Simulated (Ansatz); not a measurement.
```yaml
atoms:
  - { symbol: C, position_ang: [-2.2485, -1.8167, 0.9493] }
  - { symbol: N, position_ang: [-1.5137, -1.4365, -0.0229] }
  - { symbol: Si, position_ang: [0.2172, -1.0823, 0.1665] }
  - { symbol: B, position_ang: [0.5127, 0.9238, -0.1219] }
  - { symbol: C, position_ang: [1.5203, 1.5113, -1.1857] }
  - { symbol: O, position_ang: [-0.2414, 1.7163, 0.7024] }
  - { symbol: H, position_ang: [-3.3308, -1.9916, 0.7878] }
  - { symbol: H, position_ang: [-1.8932, -2.0012, 1.9886] }
  - { symbol: H, position_ang: [0.9308, -1.9083, -0.8670] }
  - { symbol: H, position_ang: [0.7404, -1.5144, 1.5258] }
  - { symbol: H, position_ang: [2.5365, 1.1007, -1.0326] }
  - { symbol: H, position_ang: [1.5972, 2.6160, -1.1915] }
  - { symbol: H, position_ang: [1.2275, 1.1858, -2.2023] }
  - { symbol: H, position_ang: [-0.0679, 2.6680, 0.5323] }
```

Level of theory: Ansatz, RKS PBE-D4/6-31G*.

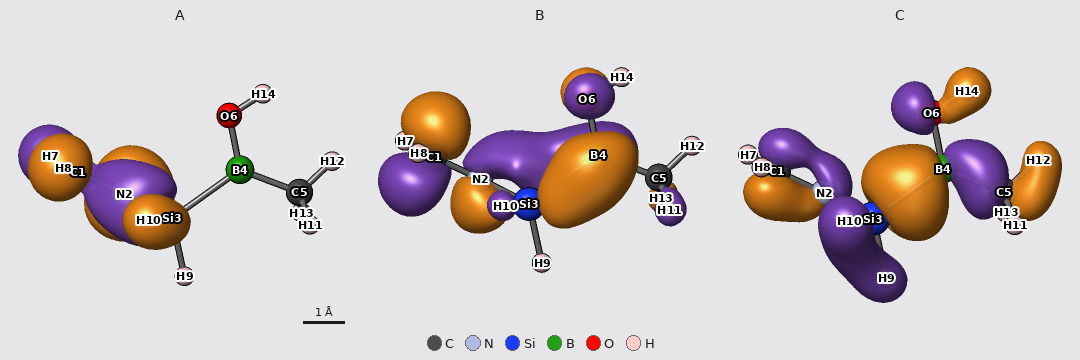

C2H8BNOSi (SMILES C=N[SiH2]B(C)O). Three frontier orbitals at ±0.1 Å⁻³ᐟ² (orange and purple are the two phases), in no order.

Order the three orbitals by energy and name them.

Answer. C is the HOMO−1 (−6.14 eV). It lies mainly on Si3 (about 25 %), B4 (about 25 %), C5 (about 15 %), O6 (about 10 %) and C1 (about 5 %). A is the HOMO (−5.23 eV). By Hirshfeld shares it lies mainly on N2 (about 60 %), C1 (about 10 %), Si3 (about 10 %) and H8 (about 10 %). B is the LUMO (−1.54 eV). By Hirshfeld shares it lies mainly on C1 (about 25 %), B4 (about 20 %), N2 (about 20 %), Si3 (about 15 %) and O6 (about 10 %).

What is the HOMO–LUMO gap?

Answer. 3.69 eV between the orbital energies.
